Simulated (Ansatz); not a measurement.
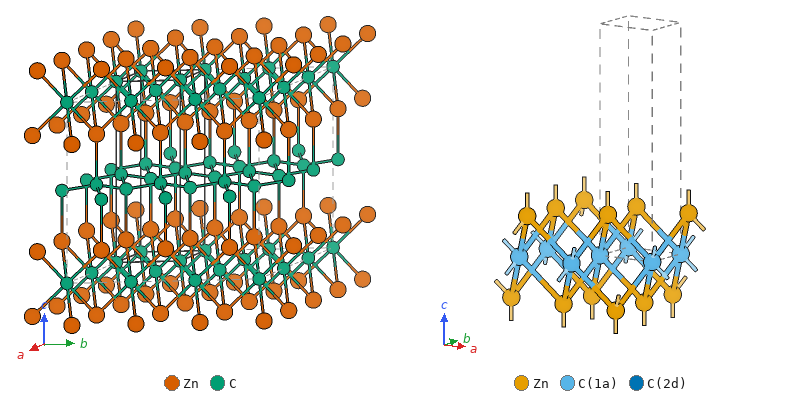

Left: the structure. Right: its underlying net. Nodes are coloured by topological kind. Short stubs are edges that leave the cut-out.

The compound is Zn₂C₃ (space group P-3m1, No. 164), taken as the end point of a relaxation with DFT PBE, scalar-relativistic, plane waves, PAW (Ansatz); the starting structure was generated, so it need not be a known form of this composition.

Bonds are taken as C–C below 1.8 Å and C–Zn below 2.4 Å; no other contact counts. The graph is simplified in the usual way: terminal and isolated atoms are pruned, two-connected atoms become edges.

The result is a trinodal (4,4,6)-connected, three-periodic net: C(2d) is a 4-connected node; Zn is a 4-connected node; C(1a) is a 6-connected node, in the ratio 2:2:1. It is a single net, without interpenetration.

```csv
node,links,point symbol,coordination sequence
C(2d),4,6⁶,4 12 27 46 71 100 135 180 226 278
Zn,4,4³·6³,4 15 24 49 68 103 138 177 226 278
C(1a),6,4⁶·6⁶·8³,6 12 30 42 74 102 138 180 222 278
```
